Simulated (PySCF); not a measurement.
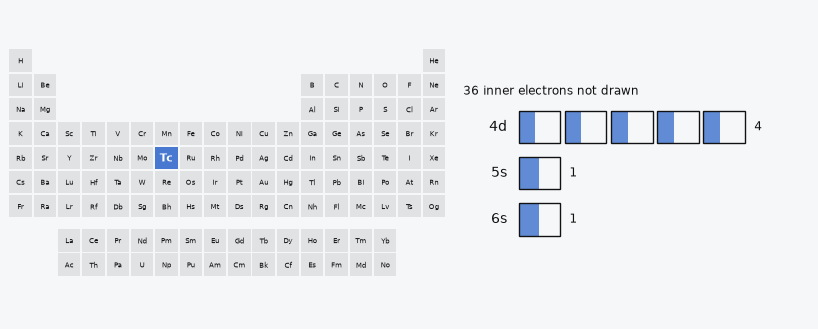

Figure 1. Left, the place of technetium in the periodic table; right, the outer shells of the nominal configuration: a box for each of the 2l + 1 orbitals, shaded by the share of the shell that is filled, with the electron count at the right.

Atomic calculation, with input and output: Tc⁺

Tc⁺, configuration 1s2 2s2 2p6 3s2 3p6 3d10 4s2 4p6 4d4 5s1 6s1, multiplicity 7. Level asked for: unrestricted M06-L, aug-cc-pwCVTZ-PP with ECP28, scalar-relativistic core potential (PySCF).

Input file:
```python
from pyscf import gto, scf, dft, mp, cc
mol = gto.M(atom="Tc 0 0 0", charge=1, spin=6, symmetry="D2h",
            basis="aug-cc-pwCVTZ-PP",
            ecp="aug-cc-pwCVTZ-PP")
mf = dft.UKS(mol, xc="M06L")
mf.irrep_nelec = {'Ag': (4, 1), 'B1g': (1, 0), 'B2g': (1, 0), 'B3g': (1, 0), 'B1u': (1, 1), 'B2u': (1, 1), 'B3u': (1, 1)}
mf.kernel()
```

The script is an equivalent of what the driver set up; the driver started from orbitals of its own, so the log can be shorter than this script's would be, and it computed the properties (radii, ⟨L²⟩, response) afterwards. It held the occupations shell by shell, which the script's counts by irreducible representation don't always enforce.

Output (extracts):
```
damping factor = 0
level_shift factor = 0
DIIS = <class 'pyscf.scf.diis.CDIIS'>
diis_start_cycle = 1
diis_space = 10
diis_damp = 0
SCF conv_tol = 1e-09
SCF conv_tol_grad = None
number electrons alpha = 10  beta = 4
XC functionals = M06L
    Y. Zhao and D. G. Truhlar.,  J. Chem. Phys. 125, 194101 (2006)
    Y. Zhao and D. G. Truhlar.,  J. Chem. Phys. 125, 194101 (2006)
    Y. Zhao and D. G. Truhlar.,  Theor. Chem. Acc. 120, 215 (2008)
cycle= 1 E= -79.6634650224322  delta_E= -0.00947  |g|= 0.0297  |ddm|= 4.68
cycle= 2 E= -79.6639281944328  delta_E= -0.000463  |g|= 0.0145  |ddm|= 0.214
cycle= 3 E= -79.6642996914655  delta_E= -0.000371  |g|= 0.0143  |ddm|= 0.391
cycle= 4 E= -79.6642881129706  delta_E= 1.16e-05  |g|= 0.0143  |ddm|= 0.0132
cycle= 5 E= -79.6637950849009  delta_E= 0.000493  |g|= 0.011  |ddm|= 0.58
cycle= 6 E= -79.6634940259003  delta_E= 0.000301  |g|= 0.0146  |ddm|= 0.586
cycle= 7 E= -79.65777748718  delta_E= 0.00572  |g|= 0.0379  |ddm|= 3.42
cycle= 8 E= -79.6584591203478  delta_E= -0.000682  |g|= 0.0371  |ddm|= 0.139
cycle= 9 E= -79.655387471861  delta_E= 0.00307  |g|= 0.0514  |ddm|= 2.93
cycle= 10 E= -79.6592273584532  delta_E= -0.00384  |g|= 0.0514  |ddm|= 1.15
[... 40 cycles left out ...]
SCF not converged.
SCF energy = -79.6637217407701 after 50 cycles  <S^2> = 12.000574  2S+1 = 7.000164

damping factor = 0
level_shift factor = 0.3
DIIS = <class 'pyscf.scf.diis.CDIIS'>
diis_start_cycle = 1
diis_space = 10
diis_damp = 0
SCF conv_tol = 1e-09
SCF conv_tol_grad = None
number electrons alpha = 10  beta = 4
XC functionals = M06L
    Y. Zhao and D. G. Truhlar.,  J. Chem. Phys. 125, 194101 (2006)
    Y. Zhao and D. G. Truhlar.,  J. Chem. Phys. 125, 194101 (2006)
    Y. Zhao and D. G. Truhlar.,  Theor. Chem. Acc. 120, 215 (2008)
[... 45 cycles left out ...]
cycle= 46 E= -79.7402591706708  delta_E= -0.00324  |g|= 0.125  |ddm|= 1.01
cycle= 47 E= -79.7369210793376  delta_E= 0.00334  |g|= 0.123  |ddm|= 1.01
cycle= 48 E= -79.7406628198978  delta_E= -0.00374  |g|= 0.125  |ddm|= 1.01
cycle= 49 E= -79.73690211006  delta_E= 0.00376  |g|= 0.123  |ddm|=    1
cycle= 50 E= -79.7409292226485  delta_E= -0.00403  |g|= 0.124  |ddm|= 1.01
cycle= 51 E= -79.736048722165  delta_E= 0.00488  |g|= 0.125  |ddm|= 1.01
cycle= 52 E= -79.7406226878468  delta_E= -0.00457  |g|= 0.124  |ddm|= 1.01
cycle= 53 E= -79.7362390636026  delta_E= 0.00438  |g|= 0.127  |ddm|=    1
cycle= 54 E= -79.7400357245359  delta_E= -0.0038  |g|= 0.125  |ddm|=    1
cycle= 55 E= -79.7371002911374  delta_E= 0.00294  |g|= 0.12
```

Outcome:

| quantity | value |
| --- | --- |
| outcome | not converged |
| total energy (valence electrons, under a core potential) | −79.773552 hartree |
| ⟨S²⟩ | 12.000 |
| ⟨L²⟩ | 3.29 |
| SCF iterations | 170 |
| hardware | 1 CPU thread, shared host |
| CPU time | 1.7 min (integrals apart) |

Diagnosis:

The run did not meet its convergence test in 170 iterations, so its last values are not results. This is not the ground configuration of the species. ⟨L²⟩ departs from that of the intended term, so the determinant mixes terms. Caveats: populations left the configuration by 0.46 electrons.
